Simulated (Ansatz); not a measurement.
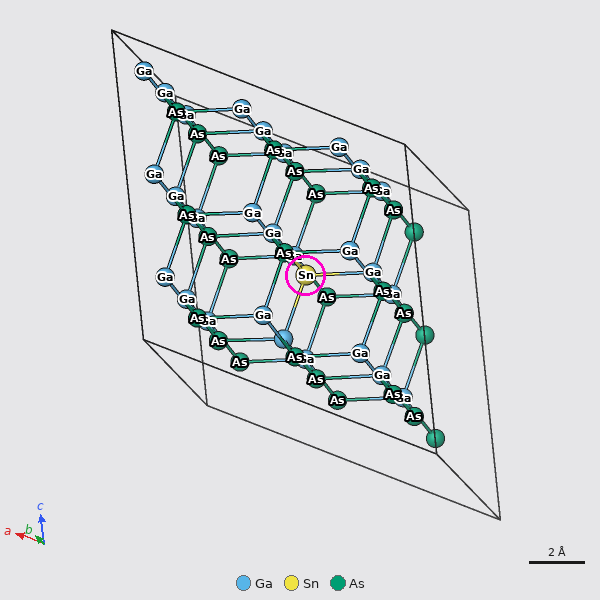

Structure drawing (ball-and-stick), viewed from a general direction. The frame is the supercell; atoms at its boundary are shown with their periodic copies. The host is GaAs, in a cell of 54 sites, and the cell carries a charge of -1. A ring marks the defect's site.

Question: How does this supercell depart from the perfect host?

Answer: Tin on an arsenic site (a substitutional impurity). It is bonded to four Ga in a tetrahedral arrangement at about 2.5 Å.

The atoms were relaxed in the host's cell with DFT LDA, scalar-relativistic, plane waves, PAW (Ansatz).
